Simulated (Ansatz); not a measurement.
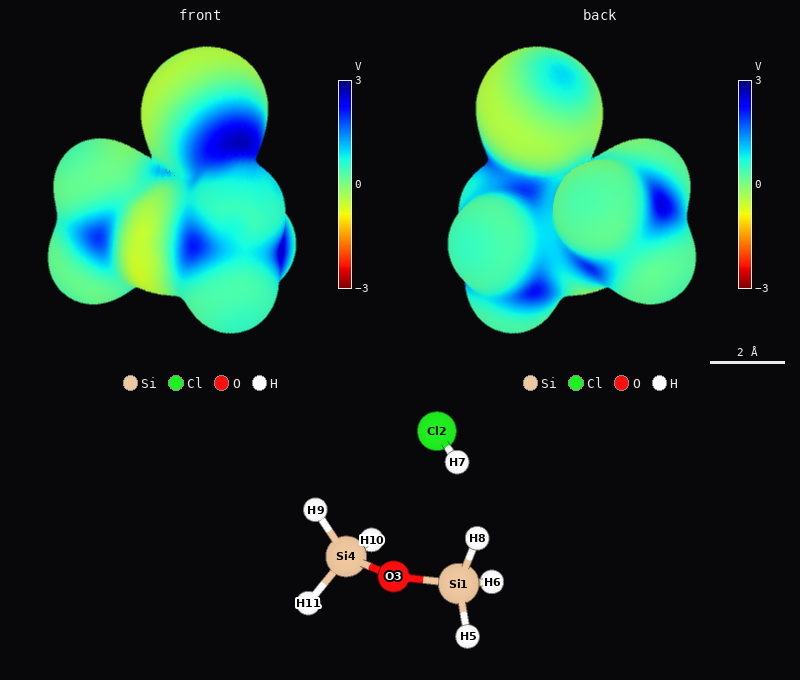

*H6OSi2···HCl. The molecular electrostatic potential painted on the density surface at 0.004 e/bohr³, seen from the front and from behind; red is negative and blue positive. The bare structure is drawn below in the same view.*

The product side of a reaction path; geometry: PBE0-D4/def2-TZVP.

The calculation used RKS PBE0-D4/def2-TZVPP (Ansatz).

```
atom    x (Å)    y (Å)    z (Å)
  Si  -1.0230   0.8820  -0.8404
  Cl   1.9977   1.5494   1.4177
   O  -0.2802  -0.5511  -0.6385
  Si   0.2656  -1.7000   0.3952
   H  -1.9239   0.8071  -2.0151
   H  -1.7902   1.2614   0.3735
   H   1.4821   1.9700   0.3204
   H  -0.0010   1.9389  -1.1013
   H   1.7423  -1.7854   0.3009
   H  -0.1377  -1.3717   1.7864
   H  -0.3317  -3.0008   0.0012
```

Question: Which sites attract a positive test charge, and which a negative one?

Answer: A positive charge is drawn to the negative regions and a negative charge to the positive ones. The most negative region (about −0.6 V) lies over O3, the most positive (about +2.5 V) over Si1, Si4 and H7. Cl2 shows a σ-hole: about +0.9 V at the tip opposite its bond, against about −0.1 V on its flanks.
